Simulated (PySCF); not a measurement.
## Electronic structure of C$_{12}$H$_{11}$P (Diphenylphosphane) in real space

Input

```
{"job": {"kind": "nmr", "xc": "PBE0", "basis": "pcSseg-1"}, "charge": 0, "multiplicity": 1}
C     -3.547154    -0.627141    -1.338005
C     -2.609248     0.312150    -1.768454
C     -1.555147     0.681957    -0.938271
C     -1.412205     0.105694     0.332398
P     -0.067195     0.692678     1.435598
C      1.422631     0.293405     0.423876
C      1.532000    -0.869745    -0.351227
C      2.685133    -1.119047    -1.088925
C      3.743576    -0.208176    -1.064352
C      3.643346     0.953080    -0.302590
C      2.485411     1.203193     0.435369
C     -2.358063    -0.836548     0.754464
C     -3.420248    -1.198308    -0.073750
H     -4.375853    -0.913775    -1.989799
H     -2.702042     0.763845    -2.759231
H     -0.826452     1.420802    -1.284418
H     -0.048459    -0.460607     2.278277
H      0.701270    -1.579805    -0.380654
H      2.760820    -2.029737    -1.688377
H      4.647604    -0.405535    -1.645688
H      4.466582     1.671458    -0.284579
H      2.401966     2.118001     1.028748
H     -2.261859    -1.300421     1.740087
H     -4.147556    -1.937849     0.270424
```

Launched as:

```sh
OMP_NUM_THREADS=1 python probes_run.py task.json out
```

Geometry: PBE0-D3(BJ)/def2-SVP.

Level of theory: PySCF, PBE0/pcSseg-1, SCF density, gas phase, non-relativistic.

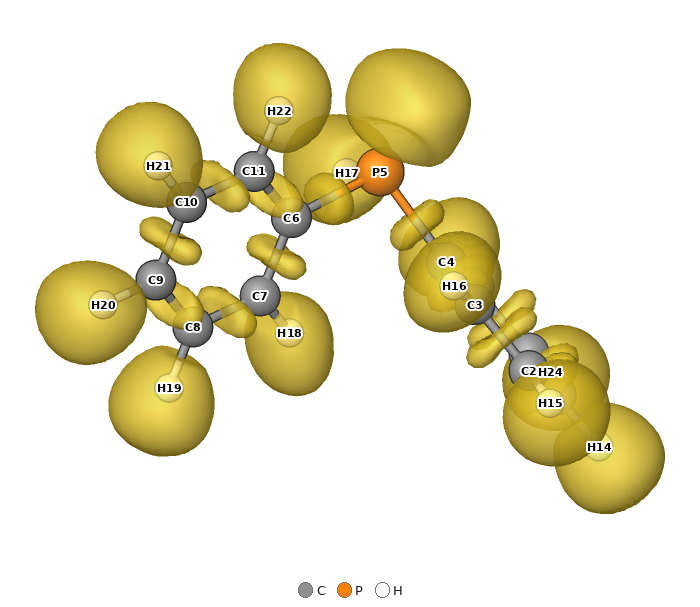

Figure 1. Isosurface of the ELF at 0.85 (yellow), seen at a tilt. Core shells and regions of very low density are left out.

**What do the ELF domains correspond to?**

The surface consists of twelve regions between bonded C–C atoms (shared pairs), two regions between bonded C–P atoms (shared pairs), eleven regions around hydrogen nuclei and one lobe on P, pointing away from the bonds (lone pairs).


C–C (1.39 Å): the ELF peaks at about 0.95 between the atoms; a covalent bond. C–P (1.84 Å): the ELF peaks at about 0.95 between the atoms, as expected for a shared electron pair.

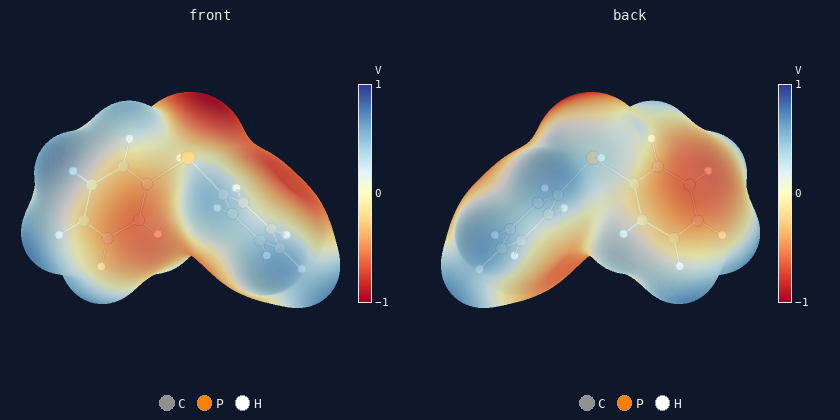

Figure 2. The molecular electrostatic potential painted on the density surface at 0.001 e/bohr³, seen from the front and from behind; the colour scale runs from red (negative) to blue (positive).

**Which sites attract a positive test charge, and which a negative one?**

A positive charge is drawn to the negative regions and a negative charge to the positive ones. The most negative region (about −1.0 V) lies over P5, the most positive (about +0.7 V) over the H atoms.

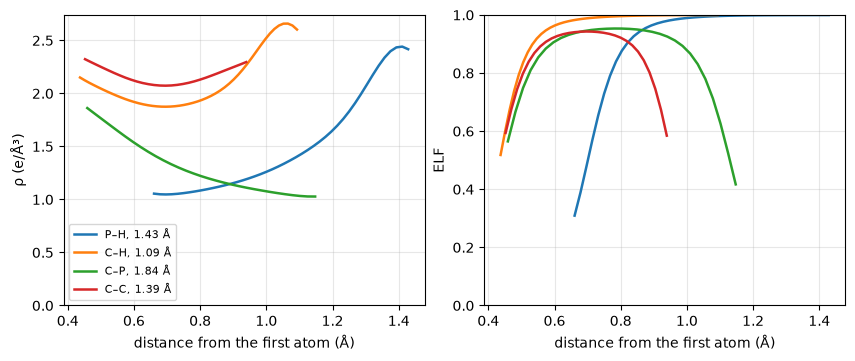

Figure 3. Electron density and ELF along straight lines between neighbouring atoms. The curves leave out the atomic cores.

**What can be read from the curves?**

P–H (1.43 Å): ρ at the midpoint is about 1 e/Å³; the ELF climbs to about 1 towards the hydrogen, as it does in any bond to H.
C–H (1.09 Å): ρ at the midpoint is about 2 e/Å³; the ELF climbs to about 1 towards the hydrogen: an ordinary covalent bond to hydrogen.
C–P (1.84 Å): ρ is about 1.1 e/Å³ halfway; the ELF peaks at about 0.95 between the atoms, as expected for localised, covalent bonding.
C–C (1.39 Å): ρ is about 2.1 e/Å³ halfway; the ELF peaks at about 0.95 between the atoms, as expected for a covalent bond.
